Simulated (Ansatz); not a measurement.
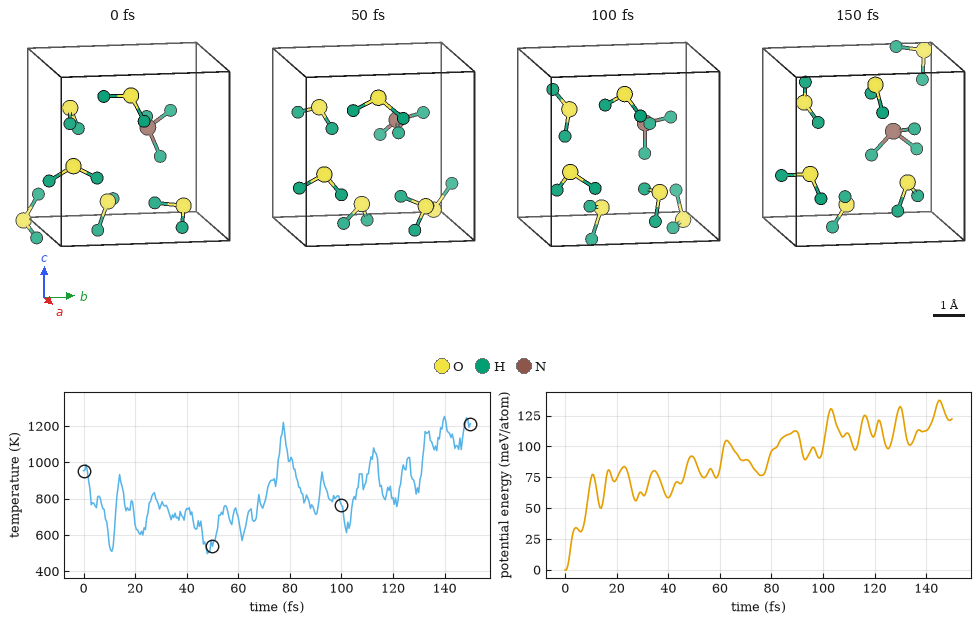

First-principles dynamics of a periodic cell with 6 H2O + 1 NH3 at 1.186 g/cm³, 150 fs long. Frames and the history of the run. Style: ball-and-stick. Shown: the simulation cell, slightly off an axis. Atoms that leave the cell re-enter on the other side.

All numbers below come from Ansatz 0.2.0, DFT PBE-D3(BJ), scalar-relativistic, plane waves, PAW. Set-up: plane-wave cutoff 420 eV; k-point mesh 1 × 1 × 1; Fermi-Dirac smearing 0.05 eV; low-accuracy preset; Langevin thermostat (NVT); set temperature 1000 K; time step 0.5 fs; H given the mass 2.014 u; friction 0.02 per fs.

> What do the frames and curves show?

Root-mean-square distances from the starting positions over the second half, with the common drift of all atoms taken out: H 1.01 Å, O 0.44 Å, N 0.36 Å. The heavy atoms stay within a fraction of a molecule's size of their starting places, while the hydrogen atoms travel further, as molecules turn; so short a run doesn't tell a liquid from a solid. Over the second half the temperature averages 944 K (spread ±158 K). The potential energy in the second half lies on average 109 meV per atom above the first frame.

Limits of the set-up: the program's low-accuracy preset was used; masses were changed (H 2.014 u), which shifts the vibrations; the periodic images lie only 5.6 Å apart, so the values are limited by the cell's size.

Cost: 4.5 min on 1 thread of Arm Neoverse V1, on a shared host, peak memory 0.3 GiB.
